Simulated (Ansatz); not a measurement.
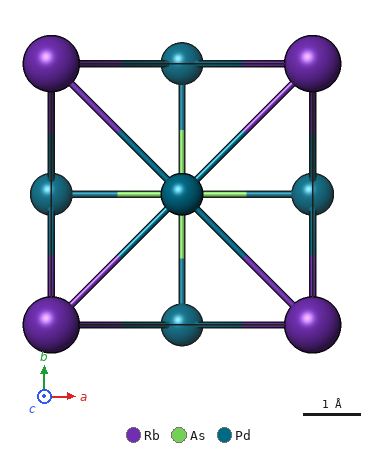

Solid RbAsPd₃ (a generated structure, set up in Pm-3m) (coarse preliminary run), before the relaxation. Style: ball-and-stick. Shown: the cell of the calculation, along the c axis.

All numbers below come from DFT PBE, scalar-relativistic, plane waves, PAW (Ansatz).

The input:
```yaml
crystal:
  lattice:
    - [4.64948038, 0.0, 0.0]
    - [0.0, 4.64948038, 0.0]
    - [0.0, 0.0, 4.64948038]
  atoms:
    - { symbol: Rb, position: [0.0, 0.0, 0.0] }
    - { symbol: As, position: [0.5, 0.5, 0.5] }
    - { symbol: Pd, position: [0.0, 0.5, 0.5] }
    - { symbol: Pd, position: [0.5, 0.0, 0.5] }
    - { symbol: Pd, position: [0.5, 0.5, 0.0] }
basis:
  ecutwfc: 420
kpoints:
  mp_grid: { grid: [4, 4, 4] }
hamiltonian:
  xc: pbe
scf:
  occupations: { method: gaussian, width: 0.1 }
  lower_state_search: "off"
output:
  forces: true
  stress: true
  eigenvalues: true
relax:
  adjacent_minimum: "off"
  f_tol: 0.04
  max_steps: 70
  cell: { stress_tol: 0.4 }
```

Run as
```bash
ansatz run input.yaml --threads 1 --pin off --max-ram 2048MiB --backend cpu --events-out ev --progress --plain --runs-dir out
```

> Where does the relaxation end?

The energy falls by 102 meV per atom in 2 accepted moves (3 points after the start). All forces vanish by symmetry, so only the cell relaxes. Pressure: 12.63 GPa at the start and 0.18 GPa at the end. At 1 point the geometry stayed and the basis and grid were re-selected for the new cell (energy shift of 0.7 meV per atom at most each time). No atom moves by more than 0.005 Å relative to the cell. Cell: a = b = c 4.649 → 4.863 Å (+4.6 %). Volume +14.4 %. Some distances before and after: Rb1–As2 4.027 → 4.212 Å, Rb1–Pd3 3.288 → 3.439 Å, As2–Pd3 2.325 → 2.432 Å. The space group stays Pm-3m (No. 221). The run took 13 s on 1 thread of Arm Neoverse V2, with other jobs on the host, peak memory 0.39 GiB.

History of the run:

```tsv
step	E − E(0), meV/atom	pressure, GPa	volume, Å³/atom	note
0	0.00	12.63	20.102	
1	-100.60	0.68	22.824	
2	-101.02	0.15	23.002	
3	-101.69	0.18	23.002	same geometry, new basis
```

The structure at the end:

```xyz
5
Lattice="4.8631 0.0000 0.0000 0.0000 4.8631 0.0000 0.0000 0.0000 4.8631" Properties=species:S:1:pos:R:3 pbc="T T T"
Rb    0.0000    0.0000    0.0000
As    2.4315    2.4315    2.4315
Pd    0.0000    2.4315    2.4315
Pd    2.4315    0.0000    2.4315
Pd    2.4315    2.4315    0.0000
```

After the run, drawn alike:

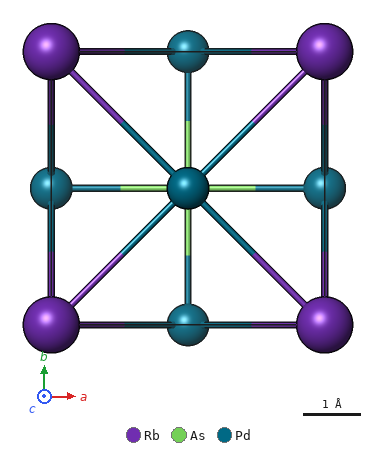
